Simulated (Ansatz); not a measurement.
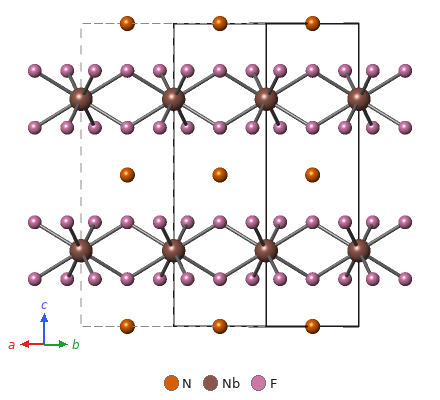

The structure, seen along [110]; the drawing may span several cells.

Given this structure, the geometry relaxed (final pressure about 20 GPa) with DFT, PAW plane waves, r2scan (Ansatz 0.2.0); the starting structure was generated, so it need not be a known form of this composition, written in its standard cell:

```yaml
crystal:
  lattice:
    - [4.74646, 0.00000, 0.00000]
    - [0.00000, 4.74646, 0.00000]
    - [0.00000, 0.00000, 10.97611]
  atoms:
    - { symbol: N, position: [0.00000, 0.50000, 0.50000] }
    - { symbol: N, position: [0.50000, 0.00000, 0.50000] }
    - { symbol: Nb, position: [0.50000, 0.50000, 0.25000] }
    - { symbol: Nb, position: [0.00000, 0.00000, 0.25000] }
    - { symbol: F, position: [0.67527, 0.17527, 0.15611] }
    - { symbol: F, position: [0.82473, 0.67527, 0.15611] }
    - { symbol: F, position: [0.32473, 0.82473, 0.15611] }
    - { symbol: F, position: [0.17527, 0.32473, 0.15611] }
    - { symbol: F, position: [0.67527, 0.82473, 0.34389] }
    - { symbol: F, position: [0.82473, 0.32473, 0.34389] }
    - { symbol: F, position: [0.32473, 0.17527, 0.34389] }
    - { symbol: F, position: [0.17527, 0.67527, 0.34389] }
    - { symbol: N, position: [0.50000, 0.00000, 0.00000] }
    - { symbol: N, position: [0.00000, 0.50000, 0.00000] }
    - { symbol: Nb, position: [0.00000, 0.00000, 0.75000] }
    - { symbol: Nb, position: [0.50000, 0.50000, 0.75000] }
    - { symbol: F, position: [0.17527, 0.67527, 0.65611] }
    - { symbol: F, position: [0.32473, 0.17527, 0.65611] }
    - { symbol: F, position: [0.82473, 0.32473, 0.65611] }
    - { symbol: F, position: [0.67527, 0.82473, 0.65611] }
    - { symbol: F, position: [0.17527, 0.32473, 0.84389] }
    - { symbol: F, position: [0.32473, 0.82473, 0.84389] }
    - { symbol: F, position: [0.82473, 0.67527, 0.84389] }
    - { symbol: F, position: [0.67527, 0.17527, 0.84389] }
```

Predict the [110] zone-axis pattern (100 kV, kinematic, B = 0.8 Å²).

The spots form a rectangular net whose two shortest vectors correspond to d = 5.49 Å and 3.36 Å, 90.0° apart. They are 0 0 2 and 1 -1 0. The pattern has symmetry 2mm. The lattice centring (I) removes all reflections that break h + k + l = 2n.

Strongest reflections with d > 1.02 Å, one of each family (|F|² from tabulated Gaussian fits of the electron scattering factors, times a small damping for the curvature of the Ewald sphere):

```tsv
hkl	d (Å)	I (strongest = 100)
0 0 2	5.488	100
1 -1 2	2.863	57
2 -2 0	1.678	39
1 -1 6	1.606	28
1 -1 4	2.124	18
1 -1 0	3.356	15
```

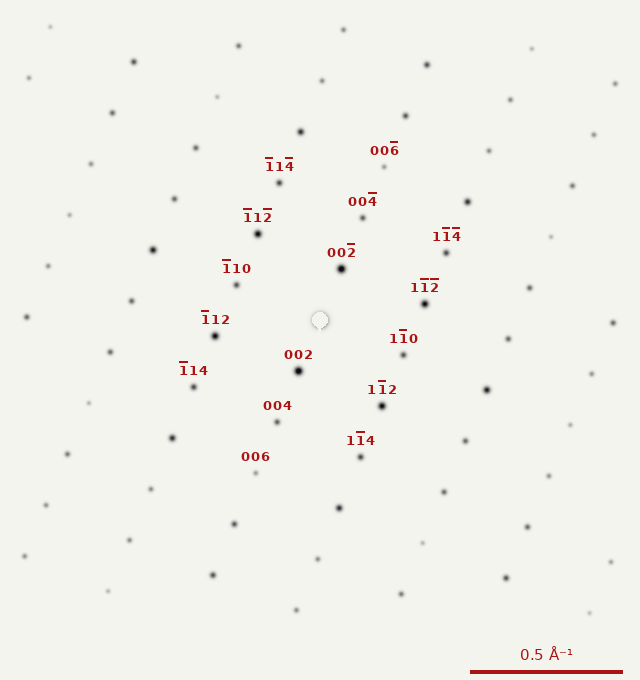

Calculated pattern, seen from the source side with [110] pointing towards the source.
